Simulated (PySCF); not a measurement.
# C4H11BOSi: what the fields show

```yaml
atoms:
  - { symbol: B, position_ang: [-2.5769, 0.9346, 0.3837] }
  - { symbol: C, position_ang: [-2.5693, -0.2946, -0.5513] }
  - { symbol: Si, position_ang: [-0.9063, -1.2000, -0.3159] }
  - { symbol: O, position_ang: [0.2110, -0.1400, -0.8175] }
  - { symbol: C, position_ang: [1.5877, -0.2680, -0.8155] }
  - { symbol: C, position_ang: [2.4070, 0.9727, -0.9660] }
  - { symbol: C, position_ang: [2.3616, 0.2561, 0.3547] }
  - { symbol: H, position_ang: [-2.8898, 0.8106, 1.5067] }
  - { symbol: H, position_ang: [-2.2456, 1.9881, -0.0044] }
  - { symbol: H, position_ang: [-2.6630, -0.0568, -1.6091] }
  - { symbol: H, position_ang: [-3.3217, -1.0412, -0.3064] }
  - { symbol: H, position_ang: [-0.6692, -1.6192, 1.0710] }
  - { symbol: H, position_ang: [-0.8746, -2.4088, -1.1543] }
  - { symbol: H, position_ang: [1.9312, -1.1838, -1.2855] }
  - { symbol: H, position_ang: [1.8724, 1.9058, -1.0447] }
  - { symbol: H, position_ang: [3.3099, 0.9252, -1.5550] }
  - { symbol: H, position_ang: [3.2324, -0.2889, 0.6838] }
  - { symbol: H, position_ang: [1.7943, 0.7145, 1.1494] }
```

Geometry: GFN2-xTB.

Method: PBE0/pcSseg-1, SCF density, gas phase, non-relativistic (PySCF).

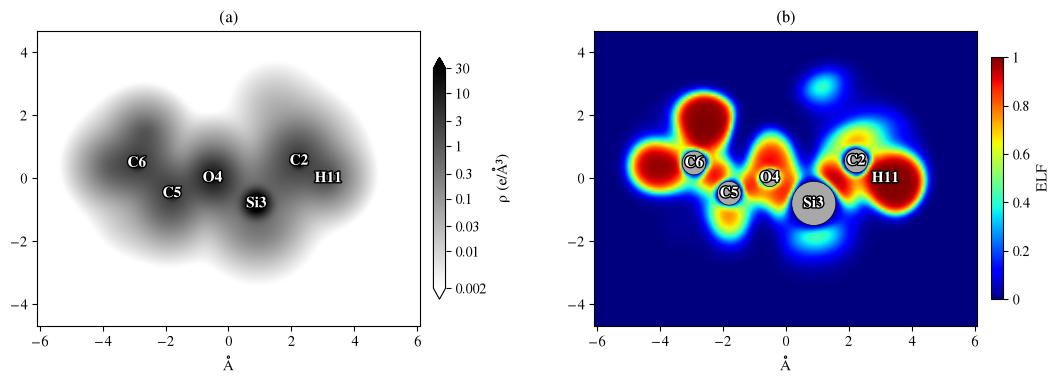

Figure 1. (a) electron density; (b) electron localisation function on the plane of atoms Si3, C2 and H11. Grey discs cover the atomic cores in the ELF map.

Question: What does the map show?

Answer:
- Atoms in the plane: C, Si, O and H.
- C–O (1.38 Å): the density is about 2.1 e/Å³ at the midpoint, with its minimum of 1.8 e/Å³ about 0.5 Å from C; the ELF peaks at about 0.90 between the atoms; a polar covalent bond.
- C–C (1.49 Å): ρ is about 1.7 e/Å³ halfway; the ELF peaks at about 0.90 between the atoms; a covalent bond.
- Si–O (1.62 Å): ρ at the midpoint is about 1.2 e/Å³; the ELF peaks at about 0.85 between the atoms (a short, strongly polar bond).
- C–Si (1.91 Å): the density is about 0.87 e/Å³ at the midpoint; the ELF peaks at about 0.95 between the atoms, as expected for a covalent bond.
- C–H (1.09 Å): ρ at the midpoint is about 1.9 e/Å³; the ELF climbs to about 1 towards the hydrogen, as it does in any bond to H; a covalent bond by its length.
- The ELF also peaks beside O4, away from the bonds: lone-pair regions.

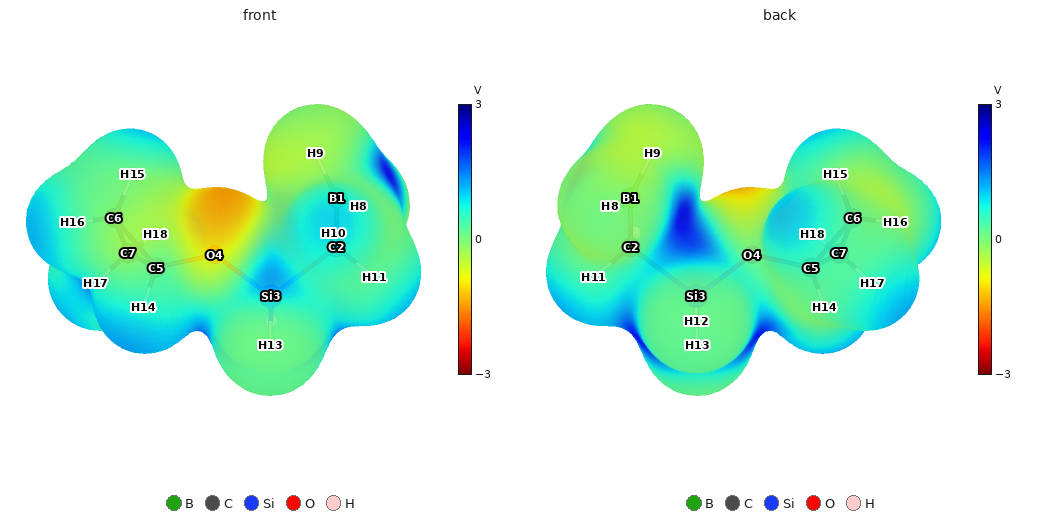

Figure 2. The molecular electrostatic potential painted on the density surface at 0.004 e/bohr³, seen from the front and from behind; red is negative and blue positive.

Question: Which sites attract a positive test charge, and which a negative one?

Answer: A positive charge is drawn to the negative regions and a negative charge to the positive ones. The most negative region (about −1.4 V) lies over O4, the most positive (about +2.2 V) over B1 and Si3. O4 is the likeliest acceptor of a hydrogen bond.

Question: What dipole moment does the calculation give?

Answer: Its dipole moment is 1.31 D.
